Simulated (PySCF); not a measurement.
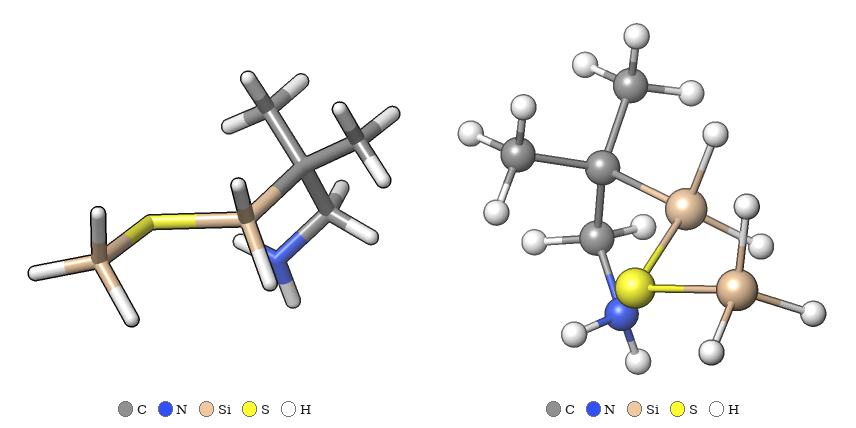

The same structure drawn twice, from different directions.

Computed geometry: GFN2-xTB optimisation. No frequency run is at hand to confirm it as a minimum.

> What is the molecular formula?

C₄H₁₅NSSi₂, 23 atoms: 4 carbon, 15 hydrogen, 1 nitrogen, 1 sulfur and 2 silicon.

> Describe its rings.

It has no ring.

> Name some functional groups or characteristic bonds that it holds.

Among them: primary amine, Si–H bond.

The parts below concern this one geometry. Atoms keep their numbers from picture to picture.

**Geometry**

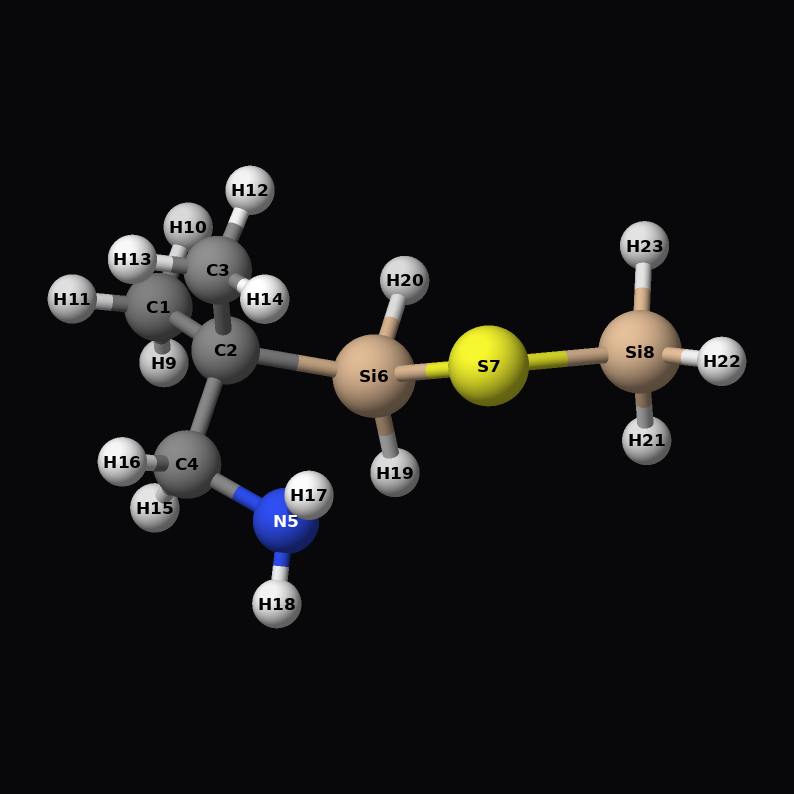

No frequency run is at hand to confirm it as a minimum.

Which atoms are bonded, and how long are the bonds? Leave out bonds to hydrogen.

| bond | length (Å) | order |
| --- | --- | --- |
| C1–C2 | 1.522 | single |
| C2–C3 | 1.525 | single |
| C2–C4 | 1.528 | single |
| C2–Si6 | 1.911 | single |
| C4–N5 | 1.456 | single |
| Si6–S7 | 2.162 | single |
| S7–Si8 | 2.128 | single |

**NMR shielding**

The questions are on isotropic NMR shieldings of the C atoms. No frequency run is at hand to confirm it as a minimum. Method: GIAO PBE0/pcSseg-1 NMR shielding, non-relativistic, gas phase (PySCF 2.14.0).

List the isotropic NMR shieldings of the C atoms.

| atom | σ (ppm) |
| --- | --- |
| C1 | 159.7 |
| C2 | 149.7 |
| C3 | 160.9 |
| C4 | 133.2 |

**Charges**

The questions are on IAO charges. No frequency run is at hand to confirm it as a minimum. Method: PBE0/pcSseg-1, gas phase (PySCF 2.14.0).

Give the IAO charges atom by atom.

```json
{"atom": "C1", "value (e)": "−0.41"}
{"atom": "C2", "value (e)": "−0.21"}
{"atom": "C3", "value (e)": "−0.41"}
{"atom": "C4", "value (e)": "−0.15"}
{"atom": "N5", "value (e)": "−0.54"}
{"atom": "Si6", "value (e)": "0.68"}
{"atom": "S7", "value (e)": "−0.46"}
{"atom": "Si8", "value (e)": "0.56"}
{"atom": "H9", "value (e)": "0.13"}
{"atom": "H10", "value (e)": "0.14"}
{"atom": "H11", "value (e)": "0.13"}
{"atom": "H12", "value (e)": "0.14"}
{"atom": "H13", "value (e)": "0.13"}
{"atom": "H14", "value (e)": "0.13"}
{"atom": "H15", "value (e)": "0.14"}
{"atom": "H16", "value (e)": "0.12"}
{"atom": "H17", "value (e)": "0.25"}
{"atom": "H18", "value (e)": "0.26"}
{"atom": "H19", "value (e)": "−0.12"}
{"atom": "H20", "value (e)": "−0.17"}
{"atom": "H21", "value (e)": "−0.12"}
{"atom": "H22", "value (e)": "−0.10"}
{"atom": "H23", "value (e)": "−0.12"}
```

**Quadrupole coupling**

No frequency run is at hand to confirm it as a minimum. Electric field gradients from the ground-state density, PBE0/pcSseg-1 (PySCF 2.14.0), non-relativistic apart from any core potentials.

Give the largest field-gradient component, the quadrupole coupling constant and the asymmetry for 14N at N5 (Q = 20.44 mb), 33S at S7 (Q = −67.81 mb).

| atom | V_zz (a.u.) | e²qQ/h (MHz) | η |
| --- | --- | --- | --- |
| N5 | −0.979 | −4.70 | 0.12 |
| S7 | −1.680 | 26.8 | 0.62 |

**Electronic properties**

No frequency run is at hand to confirm it as a minimum. Level of theory: PBE0/pcSseg-1, gas phase (PySCF 2.14.0).

> What is the dipole moment?

2.56 D.

> Estimate the HOMO–LUMO gap.

7.16 eV.

> Estimate the HOMO energy (Kohn–Sham orbital).

−6.82 eV.

The geometry is semi-empirical. Around Si such bond lengths and angles can be off by a tenth of an ångström or more and by several degrees, and values that hang on the shape move with them.
